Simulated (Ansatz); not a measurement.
**CH$_{6}$Ge: density, localisation and related maps**

The calculation's input:

```
crystal:
  periodic: [false, false, false]
  atoms:
    - {symbol: Ge, position_ang: [-1.066709, 0.229383, 1.026693]}
    - {symbol: C, position_ang: [0.515506, -0.640603, -0.260880]}
    - {symbol: H, position_ang: [-0.457868, 0.483540, -0.559226]}
    - {symbol: H, position_ang: [-1.326207, 1.063434, -0.455940]}
    - {symbol: H, position_ang: [-0.084538, 1.421108, 1.411853]}
    - {symbol: H, position_ang: [1.150430, -0.086112, -0.958959]}
    - {symbol: H, position_ang: [0.105119, -1.516663, -0.760212]}
    - {symbol: H, position_ang: [1.164368, -0.954185, 0.556671]}
basis:
  gaussian: {orbitals: def2-TZVPP}
hamiltonian: {xc: pbe0, dispersion: d4}
output: {orbitals: {seedname: orbitals}}
```

Command:

```sh
ansatz run in.yaml --threads 2 --pin off --events-out ev --progress --plain --max-ram 4352MiB
```

A transition-state structure; geometry: PBE0-D4/def2-TZVP.

Theory: Ansatz 0.2.0, RKS PBE0-D4/def2-TZVPP.

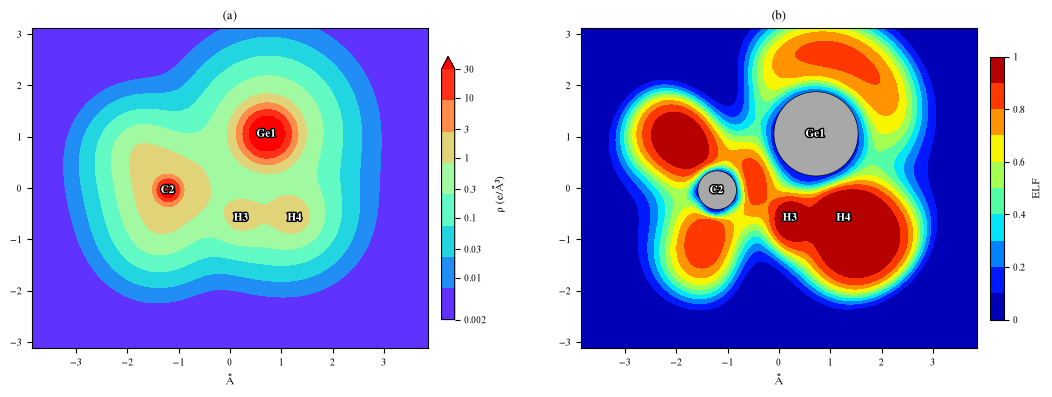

Figure 1. (a) electron density; (b) ELF on the plane of atoms C2, Ge1 and H4. Grey discs cover the atomic cores in the ELF map.

Q: What does the map show?

A:
- The plane passes through Ge, C and H nuclei.
- C–Ge (2.22 Å): the density is about 0.52 e/Å³ at the midpoint; the ELF peaks at about 0.85 in the valence shell of C, 0.8 Å from its nucleus, and is about 0.60 at the midpoint.

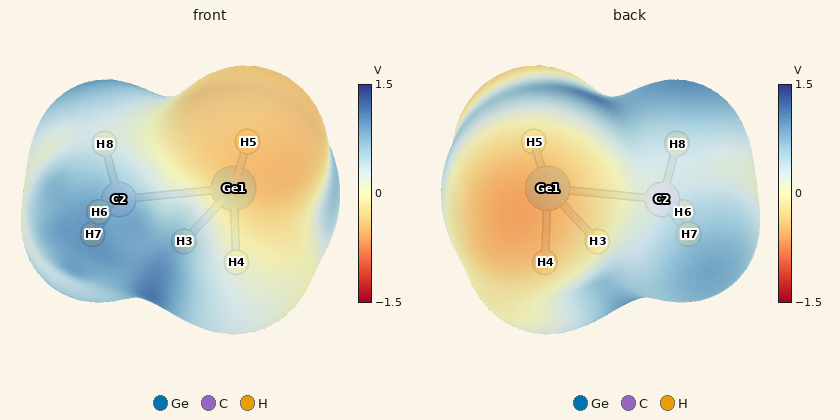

Figure 2. The electrostatic potential painted on the density surface at 0.002 e/bohr³, seen from the front and from behind; the colour scale runs from red (negative) to blue (positive).

Q: Where is the surface potential most negative and most positive?

A: The most negative region (about −0.6 V) lies over H4, the most positive (about +1.1 V) over Ge1 and H3.

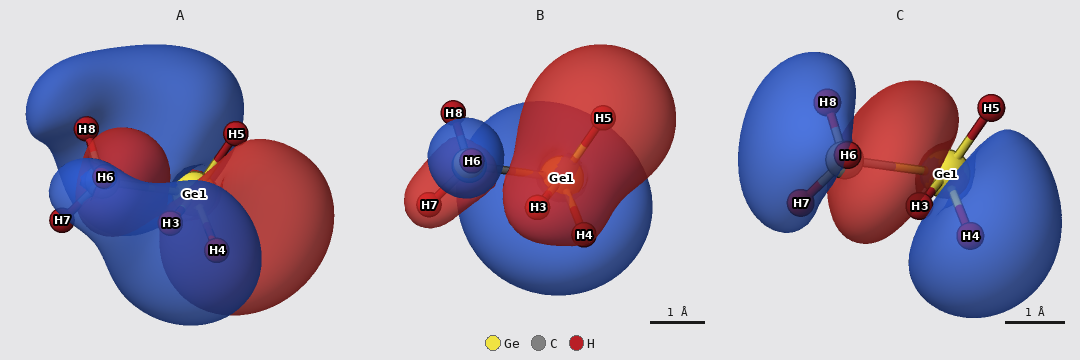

Figure 3. Three frontier orbitals at ±0.06 Å⁻³ᐟ² (red and blue are the two phases), in no order.

Q: Which picture is the HOMO−1, the HOMO and the LUMO?

A: C is the HOMO−1 (−8.08 eV). Its weight (Hirshfeld) is mainly on C2 (about 35 %), Ge1 (about 30 %), H4 (about 20 %) and H3 (about 5 %). B is the HOMO (−6.87 eV). By Hirshfeld shares it lies mainly on Ge1 (about 70 %) and H5 (about 20 %). A is the LUMO (−0.46 eV). By Hirshfeld shares it lies mainly on Ge1 (about 60 %), C2 (about 10 %), H4 (about 10 %) and H3 (about 5 %).

Q: What is the HOMO–LUMO gap?

A: 6.41 eV between the orbital energies.
